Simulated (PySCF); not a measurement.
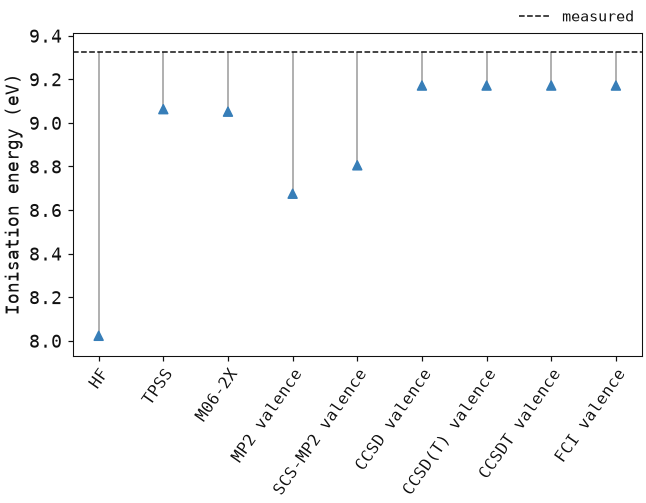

The ionisation energy of an atom or ion with 4 electrons in the configuration [He] 2s² by several methods. PySCF, pcseg-2, non-relativistic, unrestricted single determinants, no spin-orbit coupling. Methods marked “valence” freeze 2 core electrons.

Question: Name the element and charge.

Answer: Neutral beryllium. The values run from 8.02 eV (HF) to 9.17 eV (CCSD valence, CCSD(T) valence, CCSDT valence and FCI valence). The measured value is 9.32 eV; nearest to it come CCSD(T) valence (−0.15) and CCSDT valence (−0.15), furthest HF (−1.30 eV).
